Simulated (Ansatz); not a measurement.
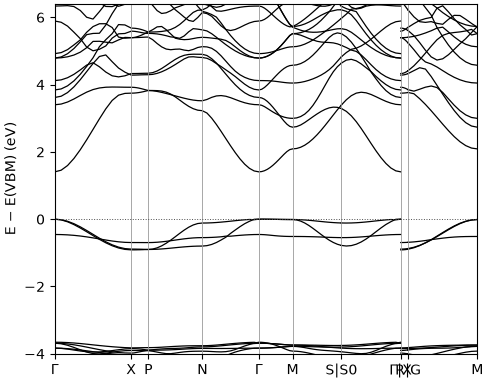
*Band structure from r²SCAN in the plane-wave PAW code Ansatz*

Read off the gap and where the band edges lie.

About 1.4 eV (1.41 eV by a search for the band edges); maximum at Γ, minimum at Γ.

Pick the material that matches.
A) BaCu2S2, I4/mmm (Ba on 2a, Cu on 4d, S on 4e)
B) K4Br2O, I4/mmm (K on 4e, K on 4c, Br on 4e, O on 2a)
C) GaCuSe2, chalcopyrite
D) Ca2Sb, I4/mmm (Ca on 4e, Ca on 4c, Sb on 4e)

B, K4Br2O, I4/mmm (K on 4e, K on 4c, Br on 4e, O on 2a)

The workflow started from a Materials Project entry (that database holds measured and hypothetical structures alike); the Crystallography Open Database files this formula in space group No. 139, but the cells were not matched. Its standing as an ambient phase is unchecked. Symmetry was held in the r²SCAN relaxation; whether a distortion lowers the energy is not shown. Scalar-relativistic: spin–orbit coupling is off unless named, which matters more the heavier the elements.

Potentials: the later of the program's two PAW sets.
